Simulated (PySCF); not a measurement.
Input file:

```
{"job": {"kind": "nmr", "xc": "PBE0", "basis": "pcSseg-1"}, "charge": 0, "multiplicity": 1}
C      3.221350     0.744544     0.341566
C      2.092745    -0.274225     0.238150
C      0.747529     0.390712    -0.048066
Si    -0.690369    -0.852758    -0.130054
O     -0.862429    -1.456638     1.369981
O     -0.342987    -2.158115    -1.066818
C     -2.298122    -0.032886    -0.751464
C     -2.791735     1.097361     0.145946
H      3.306401     1.316744    -0.580569
H      4.172165     0.249220     0.527358
H      3.030926     1.438821     1.157365
H      2.021048    -0.832052     1.172372
H      2.320003    -0.990647    -0.553891
H      0.549242     1.122064     0.735252
H      0.822668     0.952782    -0.981524
H     -1.153262    -2.358193     1.482613
H     -0.171454    -2.045899    -1.996569
H     -2.164645     0.358956    -1.761363
H     -3.080391    -0.791607    -0.820576
H     -3.731285     1.505894    -0.222970
H     -2.947456     0.734768     1.158432
H     -2.060353     1.900540     0.183195
```

Command:

```sh
OMP_NUM_THREADS=1 python probes_run.py task.json out
```

Geometry: GFN2-xTB.

These are results of PBE0/pcSseg-1, SCF density, gas phase, non-relativistic in PySCF, not measurements.

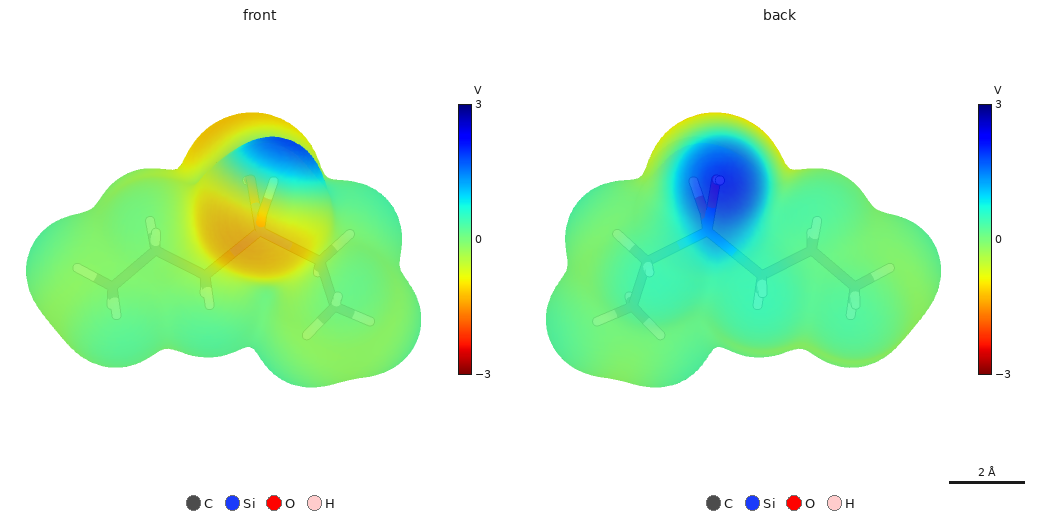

C₅H₁₄O₂Si (SMILES CCC[Si](O)(O)CC). The molecular electrostatic potential painted on the density surface at 0.001 e/bohr³, seen from the front and from behind; red is negative and blue positive.

Which sites attract a positive test charge, and which a negative one?

A positive charge is drawn to the negative regions and a negative charge to the positive ones. The most negative region (about −1.3 V) lies over O5, the most positive (about +2.0 V) over H17. O5 is the likeliest acceptor of a hydrogen bond.
